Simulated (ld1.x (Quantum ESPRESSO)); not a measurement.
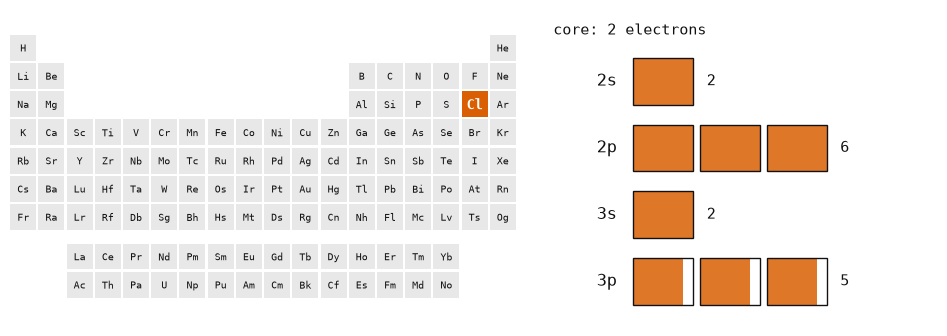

Left, the place of chlorine in the periodic table; right, the valence shells of the reference configuration: a box for each of the 2l + 1 orbitals, shaded by the share of the shell that is filled, with the electron count at the right.

**Pseudopotential generation: Cl (part 1 of 2)**

- system: chlorine (Cl, Z = 17), core [He], reference valence 2s2 2p6 3s2 3p5, valence charge 15.
- method: TM potential, LDA (PZ), non-relativistic, made with ld1.x (Quantum ESPRESSO) 7.5

### The input
```
 &input
   title='Cl', zed=17., rel=0, dft='PZ', iswitch=3,
   config='[Ne] 3s2 3p5 3d-2',
   nld=3, rlderiv=0.65, eminld=-20.0, emaxld=5.0, deld=0.04
 /
 &inputp
   pseudotype=2, tm=.true., lloc=0,
   nlcc=.false.,
   file_pseudopw='Cl.UPF', file_wfcaegen='ae.wfc', file_wfcncgen='nc.wfc', file_beta='beta', file_chi='chi'
 /
3
2P  2  1   6.00   0.00  0.50  0.50  0.0
3D  3  2  -2.00   0.40  0.45  0.45  0.0
2S  1  0   2.00   0.00  0.60  0.60  0.0
 &test
   configts(1)='2s2 2p6 3s2 3p5'
 /
```

### Input of the test run
```
 &input
   title='Cl', zed=17., rel=0, dft='PZ', iswitch=2,
   config='[Ne] 3s2 3p5 3d-2'
 /
 &test
   file_pseudo='Cl.UPF', nconf=10,
   configts(1)='2s2 2p6 3s2 3p5',
   configts(2)='2s2 2p6 3s2 3p4',
   configts(3)='2s2 2p6 3s2 3p3',
   configts(4)='2s2 2p6 3s2 3p2',
   configts(5)='2s2 2p5 3s2 3p5',
   configts(6)='2s2 2p6 3s2 3p1',
   configts(7)='2s1 2p6 3s2 3p5',
   configts(8)='2s2 2p6 3s2 3p4.5',
   configts(9)='2s2 2p6 3s2 3p5', lsdts(9)=1,
   configts(10)='2s2 2p6 3s2 3p4', lsdts(10)=1
 /
```

Launched with:
```bash
ld1.x < Cl.in > Cl.out
```

### The program's output
```
     Program LD1 v.7.5
     --------------------------- All-electron run ----------------------------

     Cl

     atomic number is 17.00
     dft =PZ   lsd =0 sic =0 latt =0  beta=0.20 tr2=1.0E-14
     Exchange-correlation= PZ
                           (   1   1   0   0   0   0   0)
     mesh =1157 r(mesh) = 101.16842 a.u. xmin = -7.00 dx = 0.01250
     1 Ry =  13.60569312 eV

     n l     nl                  e(Ry)          e(Ha)          e(eV)
     1 0     1S 1( 2.00)      -200.7405      -100.3702     -2731.2130
     2 0     2S 1( 2.00)       -18.3763        -9.1882      -250.0229
     2 1     2P 1( 6.00)       -14.0804        -7.0402      -191.5741
     3 0     3S 1( 2.00)        -1.5088        -0.7544       -20.5285
     3 1     3P 1( 5.00)        -0.6409        -0.3204        -8.7195

     final scf error:  8.1E-15 reached in  30 iterations

     Etot =    -917.313432 Ry,    -458.656716 Ha,  -12480.685051 eV

     Ekin =     915.510720 Ry,     457.755360 Ha,   12456.157904 eV
     Encl =   -2185.108459 Ry,   -1092.554230 Ha,  -29729.915135 eV
     Eh   =     405.519462 Ry,     202.759731 Ha,    5517.373349 eV
     Exc  =     -53.235154 Ry,     -26.617577 Ha,    -724.301170 eV

     normalization and overlap integrals

     s(1S/1S) =  1.000000  <r> =   0.0917  <r2> =    0.0113  r(max) =   0.0603
     s(2S/2S) =  1.000000  <r> =   0.4481  <r2> =    0.2386  r(max) =   0.3649
     s(2P/2P) =  1.000000  <r> =   0.4084  <r2> =    0.2079  r(max) =   0.3025
     s(3S/3S) =  1.000000  <r> =   1.5426  <r2> =    2.7757  r(max) =   1.2895
     s(3P/3P) =  1.000000  <r> =   1.8453  <r2> =    4.1132  r(max) =   1.4252

     ------------------------ End of All-electron run ------------------------

     --------------------- Generating NC pseudopotential ---------------------

      Generating local pot.: lloc=0, matching radius rcloc =   0.6000

      Wfc   2P  rcut= 0.505  Using Troullier-Martins method

      Wfc   3D  rcut= 0.446  Using Troullier-Martins method

     ------------------- End of pseudopotential generation -------------------

     --------------------------- All-electron run ----------------------------

     Cl

     atomic number is 17.00
     dft =PZ   lsd =0 sic =0 latt =0  beta=0.20 tr2=1.0E-14
     Exchange-correlation= PZ
                           (   1   1   0   0   0   0   0)
     mesh =1157 r(mesh) = 101.16842 a.u. xmin = -7.00 dx = 0.01250
     1 Ry =  13.60569312 eV

     n l     nl                  e(Ry)          e(Ha)          e(eV)
     1 0     1S 1( 2.00)      -200.7405      -100.3702     -2731.2130
     2 0     2S 1( 2.00)       -18.3763        -9.1882      -250.0229
     2 1     2P 1( 6.00)       -14.0804        -7.0402      -191.5741
     3 0     3S 1( 2.00)        -1.5088        -0.7544       -20.5285
     3 1     3P 1( 5.00)        -0.6409        -0.3204        -8.7195

     final scf error:  8.1E-15 reached in  30 iterations

     Etot =    -917.313432 Ry,    -458.656716 Ha,  -12480.685051 eV

     Ekin =     915.510720 Ry,     457.755360 Ha,   12456.157904 eV
     Encl =   -2185.108459 Ry,   -1092.554230 Ha,  -29729.915135 eV
     Eh   =     405.519462 Ry,     202.759731 Ha,    5517.373349 eV
     Exc  =     -53.235154 Ry,     -26.617577 Ha,    -724.301170 eV

     normalization and overlap integrals

     s(1S/1S) =  1.000000  <r> =   0.0917  <r2> =    0.0113  r(max) =   0.0603
     s(2S/2S) =  1.000000  <r> =   0.4481  <r2> =    0.2386  r(max) =   0.3649
     s(2P/2P) =  1.000000  <r> =   0.4084  <r2> =    0.2079  r(max) =   0.3025
     s(3S/3S) =  1.000000  <r> =   1.5426  <r2> =    2.7757  r(max) =   1.2895
     s(3P/3P) =  1.000000  <r> =   1.8453  <r2> =    4.1132  r(max) =   1.4252

     ------------------------ End of All-electron run ------------------------

     Computing logarithmic derivative in   0.65250
     Computing logarithmic derivative in   0.65250
     Computing the partial wave expansion
       no projector for channel:   0
     R is outside the sphere for l=    1 j= 0.00
     R is outside the sphere for l=    2 j= 0.00

     ---------------------- Testing the pseudopotential ----------------------

     Cl

     atomic number is 17.00   valence charge is 15.00
     dft =PZ   lsd =0 sic =0 latt =0  beta=0.20 tr2=1.0E-14
     mesh =1157 r(mesh) = 101.16842 xmin = -7.00 dx = 0.01250

     n l     nl             e AE (Ry)        e PS (Ry)    De AE-PS (Ry)
     1 0     2S   1( 2.00)      -18.37635      -18.37635        0.00000
     2 1     2P   1( 6.00)      -14.08044      -14.08044       -0.00000
     2 0     3S   1( 2.00)       -1.50882       -1.56599        0.05717  !
     3 1     3P   1( 5.00)       -0.64087       -0.65323        0.01236  !

     eps = 9.1E-16  iter = 21

     Etot =    -917.313432 Ry,    -458.656716 Ha,  -12480.685051 eV
     Etotps =  -363.081746 Ry,    -181.540873 Ha,   -4939.978814 eV

     Ekin =     277.768198 Ry,     138.884099 Ha,    3779.228856 eV
     Encl =    -710.641384 Ry,    -355.320692 Ha,   -9668.768593 eV
     Ehrt =     245.676381 Ry,     122.838190 Ha,    3342.597443 eV
     Ecxc =     -32.113107 Ry,     -16.056554 Ha,    -436.921082 eV
     Epseu=    -143.771833 Ry,     -71.885916 Ha,   -1956.115439 eV

     ---------------------- End of pseudopotential test ----------------------
```

### Output of the test run (extracts)
```
     ---------------------- Testing the pseudopotential ----------------------

     Cl

     atomic number is 17.00   valence charge is 15.00
     dft =PZ   lsd =0 sic =0 latt =0  beta=0.20 tr2=1.0E-14
     mesh =1157 r(mesh) = 101.16842 xmin = -7.00 dx = 0.01250

     n l     nl             e AE (Ry)        e PS (Ry)    De AE-PS (Ry)
     1 0     2S   1( 2.00)      -18.37635      -18.37635        0.00000
     2 1     2P   1( 6.00)      -14.08044      -14.08044       -0.00000
     2 0     3S   1( 2.00)       -1.50882       -1.56599        0.05717  !
     3 1     3P   1( 5.00)       -0.64087       -0.65323        0.01236  !

     eps = 6.2E-16  iter = 21

     Etot =    -917.313432 Ry,    -458.656716 Ha,  -12480.685051 eV
     Etotps =  -363.081746 Ry,    -181.540873 Ha,   -4939.978813 eV

     Ekin =     277.768198 Ry,     138.884099 Ha,    3779.228858 eV
     Encl =    -710.641384 Ry,    -355.320692 Ha,   -9668.768592 eV
     Ehrt =     245.676381 Ry,     122.838190 Ha,    3342.597442 eV
     Ecxc =     -32.113107 Ry,     -16.056554 Ha,    -436.921082 eV
     Epseu=    -143.771833 Ry,     -71.885916 Ha,   -1956.115439 eV

     ---------------------- End of pseudopotential test ----------------------

     ---------------------- Testing the pseudopotential ----------------------

     Cl

     atomic number is 17.00   valence charge is 15.00
     dft =PZ   lsd =0 sic =0 latt =0  beta=0.20 tr2=1.0E-14
     mesh =1157 r(mesh) = 101.16842 xmin = -7.00 dx = 0.01250

     n l     nl             e AE (Ry)        e PS (Ry)    De AE-PS (Ry)
     1 0     2S   1( 2.00)      -19.31655      -19.32542        0.00887  !
     2 1     2P   1( 6.00)      -15.02322      -15.03112        0.00790  !
     2 0     3S   1( 2.00)       -2.34336       -2.41115        0.06779  !
     3 1     3P   1( 4.00)       -1.43501       -1.45487        0.01986  !

     eps = 8.3E-16  iter = 21

     Etot =    -916.285421 Ry,    -458.142710 Ha,  -12466.698249 eV
     Etotps =  -362.037649 Ry,    -181.018825 Ha,   -4925.773151 eV
     dEtot_ae =       1.028011 Ry
     dEtot_ps =       1.044097 Ry,   Delta E=      -0.016086 Ry

     Ekin =     276.309781 Ry,     138.154890 Ha,    3759.386082 eV
     Encl =    -696.317438 Ry,    -348.158719 Ha,   -9473.881381 eV
     Ehrt =     232.559669 Ry,     116.279835 Ha,    3164.135494 eV
     Ecxc =     -31.375369 Ry,     -15.687685 Ha,    -426.883646 eV
     Epseu=    -143.214291 Ry,     -71.607146 Ha,   -1948.529700 eV

     ---------------------- End of pseudopotential test ----------------------

     ---------------------- Testing the pseudopotential ----------------------

     Cl

     atomic number is 17.00   valence charge is 15.00
     dft =PZ   lsd =0 sic =0 latt =0  beta=0.20 tr2=1.0E-14
     mesh =1157 r(mesh) = 101.16842 xmin = -7.00 dx = 0.01250

     n l     nl             e AE (Ry)        e PS (Ry)    De AE-PS (Ry)
     1 0     2S   1( 2.00)      -20.42071      -20.43879        0.01808  !
     2 1     2P   1( 6.00)      -16.13220      -16.14772        0.01551  !
     2 0     3S   1( 2.00)       -3.28325       -3.36295        0.07969  !
     3 1     3P   1( 3.00)       -2.33522       -2.36286        0.02764  !

     eps = 5.3E-17  iter = 19

     Etot =    -914.408261 Ry,    -457.204131 Ha,  -12441.158194 eV
     Etotps =  -360.136756 Ry,    -180.068378 Ha,   -4899.910187 eV
     dEtot_ae =       2.905170 Ry
     dEtot_ps =       2.944990 Ry,   Delta E=      -0.039819 Ry

     Ekin =     273.852189 Ry,     136.926095 Ha,    3725.948851 eV
     Encl =    -679.455107 Ry,    -339.727554 Ha,   -9244.457682 eV
     Ehrt =     218.294673 Ry,     109.147337 Ha,    2970.050337 eV
     Ecxc =     -30.516664 Ry,     -15.258332 Ha,    -415.200369 eV
     Epseu=    -142.311847 Ry,     -71.155924 Ha,   -1936.251324 eV

     ---------------------- End of pseudopotential test ----------------------

     ---------------------- Testing the pseudopotential ----------------------

     Cl

     atomic number is 17.00   valence charge is 15.00
     dft =PZ   lsd =0 sic =0 latt =0  beta=0.20 tr2=1.0E-14
     mesh =1157 r(mesh) = 101.16842 xmin = -7.00 dx = 0.01250

     n l     nl             e AE (Ry)        e PS (Ry)    De AE-PS (Ry)
     1 0     2S   1( 2.00)      -21.66910      -21.69671        0.02762  !
     2 1     2P   1( 6.00)      -17.38800      -17.41074        0.02275  !
     2 0     3S   1( 2.00)       -4.30853       -4.40142        0.09289  !
     3 1     3P   1( 2.00)       -3.32323       -3.35886        0.03562  !

     eps = 1.5E-15  iter = 14

     Etot =    -911.585800 Ry,    -455.792900 Ha,  -12402.756656 eV
     Etotps =  -357.282678 Ry,    -178.641339 Ha,   -4861.078480 eV
     dEtot_ae =       5.727631 Ry
     dEtot_ps =       5.799068 Ry,   Delta E=      -0.071436 Ry

     Ekin =     270.316036 Ry,     135.158018 Ha,    3677.837027 eV
     Encl =    -660.341586 Ry,    -330.170793 Ha,   -8984.404977 eV
     Ehrt =     203.347280 Ry,     101.673640 Ha,    2766.680683 eV
     Ecxc =     -29.569743 Ry,     -14.784871 Ha,    -402.316845 eV
     Epseu=    -141.034665 Ry,     -70.517332 Ha,   -1918.874368 eV

     ---------------------- End of pseudopotential test ----------------------

     ---------------------- Testing the pseudopotential ----------------------

     Cl

     atomic number is 17.00   valence charge is 15.00
     dft =PZ   lsd =0 sic =0 latt =0  beta=0.20 tr2=1.0E-14
     mesh =1157 r(mesh) = 101.16842 xmin = -7.00 dx = 0.01250

     n l     nl             e AE (Ry)        e PS (Ry)    De AE-PS (Ry)
     1 0     2S   1( 2.00)      -20.98966      -20.97702       -0.01265  !
     2 1     2P   1( 5.00)      -16.86154      -16.80918       -0.05235  !
     2 0     3S   1( 2.00)       -2.56501       -2.65474        0.08974  !
     3 1     3P   1( 5.00)       -1.61380       -1.63333        0.01953  !

     eps = 3.6E-15  iter = 19

     Etot =    -901.869202 Ry,    -450.934601 Ha,  -12270.555603 eV
     Etotps =  -347.662373 Ry,    -173.831186 Ha,   -4730.187557 eV
     dEtot_ae =      15.444230 Ry
     dEtot_ps =      15.419373 Ry,   Delta E=       0.024857 Ry

     Ekin =     259.098320 Ry,     129.549160 Ha,    3525.212232 eV
     Encl =    -664.658484 Ry,    -332.329242 Ha,   -9043.139360 eV
     Ehrt =     217.565912 Ry,     108.782956 Ha,    2960.135036 eV
     Ecxc =     -29.478932 Ry,     -14.739466 Ha,    -401.081299 eV
     Epseu=    -130.189190 Ry,     -65.094595 Ha,   -1771.314167 eV

     ---------------------- End of pseudopotential test ----------------------

     ---------------------- Testing the pseudopotential ----------------------

     Cl

     atomic number is 17.00   valence charge is 15.00
     dft =PZ   lsd =0 sic =0 latt =0  beta=0.20 tr2=1.0E-14
     mesh =1157 r(mesh) = 101.16842 xmin = -7.00 dx = 0.01250

     n l     nl             e AE (Ry)        e PS (Ry)    De AE-PS (Ry)
     1 0     2S   1( 2.00)      -23.04970      -23.08716        0.03746  !
     2 1     2P   1( 6.00)      -18.77889      -18.80839        0.02950  !
     2 0     3S   1( 2.00)       -5.40553       -5.51301        0.10748  !
     3 1     3P   1( 1.00)       -4.38627       -4.43000        0.04373  !

     eps = 1.8E-16  iter = 12

     Etot =    -907.736818 Ry,    -453.868409 Ha,  -12350.388578 eV
     Etotps =  -353.394025 Ry,    -176.697012 Ha,   -4808.170655 eV
     dEtot_ae =       9.576614 Ry
     dEtot_ps =       9.687721 Ry,   Delta E=      -0.111107 Ry

     Ekin =     265.626143 Ry,     132.813071 Ha,    3614.027781 eV
     Encl =    -639.150659 Ry,    -319.575329 Ha,   -8696.087722 eV
     Ehrt =     188.043528 Ry,      94.021764 Ha,    2558.462533 eV
     Ecxc =     -28.561603 Ry,     -14.280801 Ha,    -388.600402 eV
     Epseu=    -139.351434 Ry,     -69.675717 Ha,   -1895.972845 eV

     ---------------------- End of pseudopotential test ----------------------
```

(Continued in part 2.) Outcome of the run: generated; 2p isn't converged at 400 Ry in the Bessel test; the pseudo-atom misses its reference levels by up to 0.78 eV (3s, which has no pseudo-wave of its own).
